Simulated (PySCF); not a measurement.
## Electronic structure of C8H14OSi (SMILES C=C[Si](C=C)(C=C)OCC) in real space

```json
{"atom": "Si", "x (Å)": "0.3902", "y (Å)": "0.2648", "z (Å)": "0.3520"}
{"atom": "C", "x (Å)": "0.5800", "y (Å)": "-0.0046", "z (Å)": "2.1851"}
{"atom": "C", "x (Å)": "0.0999", "y (Å)": "0.8424", "z (Å)": "3.1025"}
{"atom": "H", "x (Å)": "1.1060", "y (Å)": "-0.9052", "z (Å)": "2.5296"}
{"atom": "H", "x (Å)": "-0.4431", "y (Å)": "1.7502", "z (Å)": "2.8145"}
{"atom": "H", "x (Å)": "0.2162", "y (Å)": "0.6686", "z (Å)": "4.1785"}
{"atom": "C", "x (Å)": "2.0686", "y (Å)": "0.2466", "z (Å)": "-0.4762"}
{"atom": "C", "x (Å)": "3.2239", "y (Å)": "0.2735", "z (Å)": "0.1993"}
{"atom": "H", "x (Å)": "2.1212", "y (Å)": "0.2419", "z (Å)": "-1.5741"}
{"atom": "H", "x (Å)": "3.2483", "y (Å)": "0.2890", "z (Å)": "1.2953"}
{"atom": "H", "x (Å)": "4.1979", "y (Å)": "0.2853", "z (Å)": "-0.3035"}
{"atom": "C", "x (Å)": "-0.4791", "y (Å)": "1.8829", "z (Å)": "-0.0090"}
{"atom": "C", "x (Å)": "-1.7728", "y (Å)": "1.9355", "z (Å)": "-0.3494"}
{"atom": "H", "x (Å)": "0.0836", "y (Å)": "2.8245", "z (Å)": "0.0481"}
{"atom": "H", "x (Å)": "-2.3765", "y (Å)": "1.0233", "z (Å)": "-0.4225"}
{"atom": "H", "x (Å)": "-2.2866", "y (Å)": "2.8792", "z (Å)": "-0.5668"}
{"atom": "O", "x (Å)": "-0.5605", "y (Å)": "-0.9834", "z (Å)": "-0.2277"}
{"atom": "C", "x (Å)": "-0.6909", "y (Å)": "-1.3368", "z (Å)": "-1.5820"}
{"atom": "C", "x (Å)": "-1.8450", "y (Å)": "-2.2989", "z (Å)": "-1.7430"}
{"atom": "H", "x (Å)": "-0.8600", "y (Å)": "-0.4387", "z (Å)": "-2.2086"}
{"atom": "H", "x (Å)": "0.2443", "y (Å)": "-1.8055", "z (Å)": "-1.9443"}
{"atom": "H", "x (Å)": "-1.9582", "y (Å)": "-2.6030", "z (Å)": "-2.7946"}
{"atom": "H", "x (Å)": "-1.6799", "y (Å)": "-3.1990", "z (Å)": "-1.1325"}
{"atom": "H", "x (Å)": "-2.7851", "y (Å)": "-1.8331", "z (Å)": "-1.4107"}
```

Geometry: PBE0-D3(BJ)/def2-SVP.

All numbers below come from B3LYP/def2-SVPD, SCF density, gas phase (PySCF).

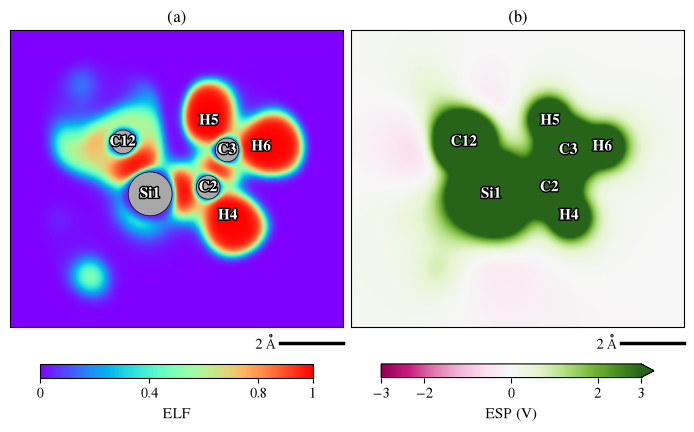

Figure 1. (a) ELF; (b) molecular electrostatic potential on the plane of atoms C2, Si1 and C12. Grey discs cover the atomic cores in the ELF map.

> What do the fields say about this system?

- The plane passes through Si, C and H nuclei.
- C–C (1.34 Å): the ELF peaks at about 0.95 between the atoms; a short, multiple covalent bond.
- C–Si (1.86 Å): the ELF peaks at about 1 between the atoms; a covalent bond.
- C–H (1.10 Å): the ELF climbs to about 1 towards the hydrogen, as it does in any bond to H; a covalent bond by its length.
- Outside the dense part of the molecule the potential is most negative (−0.6 V) near C12.

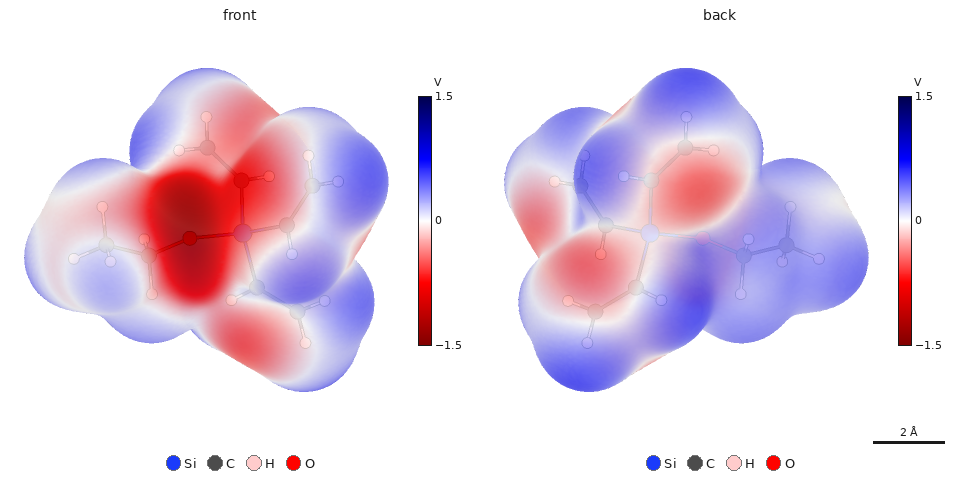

Figure 2. The molecular electrostatic potential painted on the density surface at 0.001 e/bohr³, seen from the front and from behind; red is negative and blue positive.

> Where is the surface potential most negative and most positive?

The most negative region (about −1.3 V, or −30 kcal/mol for a unit charge) lies over O17, the most positive (about +0.5 V, or +12 kcal/mol for a unit charge) over H6, H9, H11 and H16. O17 is the likeliest acceptor of a hydrogen bond.

> How polar is the molecule by this calculation?

Its dipole moment is 0.88 D.
